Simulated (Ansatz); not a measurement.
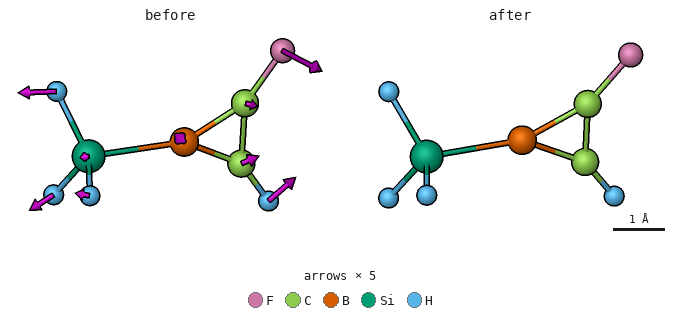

The structure of C₂H₄BFSi (coarse preliminary run) before (left) and after (right) a relaxation, at one scale. The purple arrows give the displacements, magnified 5 times.

Style: ball-and-stick. Shown at a tilt.

The start comes from a force field.

These are results of RKS PBE-D4/def2-SVP (Ansatz 0.2.0), not measurements.

Input
```yaml
crystal:
  periodic: [false, false, false]
  atoms:
    - {symbol: F, position_ang: [1.947300, 1.873900, -1.174100]}
    - {symbol: C, position_ang: [1.424500, 0.761700, -0.649800]}
    - {symbol: C, position_ang: [1.641500, -0.539400, -0.191400]}
    - {symbol: B, position_ang: [0.351400, -0.010100, -0.118200]}
    - {symbol: Si, position_ang: [-1.578000, -0.185600, 0.401300]}
    - {symbol: H, position_ang: [2.375300, -1.329000, 0.015500]}
    - {symbol: H, position_ang: [-2.388400, 0.641300, -0.469300]}
    - {symbol: H, position_ang: [-1.957300, -1.568800, 0.323200]}
    - {symbol: H, position_ang: [-1.727800, 0.309800, 1.845600]}
basis:
  gaussian: {orbitals: def2-SVP}
hamiltonian: {xc: pbe, dispersion: d4}
relax: {f_tol: 0.03, max_steps: 200}
```

Summarise the run.

After 5 geometry steps the energy has fallen by 0.507 eV. Largest force component: 5.6 eV/Å at the start, 0.021 eV/Å at the end. The atom that moves furthest after the best rigid fit is F1 (0.21 Å). Largest moves by element: F 0.21 Å, H 0.16 Å, C 0.08 Å, B 0.08 Å, Si 0.04 Å. Near-neighbour distances that change, for instance: C3–B4 1.396 → 1.515 Å, Si5–H8 1.436 → 1.506 Å, C2–B4 1.425 → 1.484 Å, Si5–H7 1.449 → 1.506 Å. Among the angles between lasting bonds that change: F1–C2–C3 147.5° → 139.8°, C2–B4–C3 59.3° → 53.5°, C2–B4–Si5 150.3° → 156.1°.
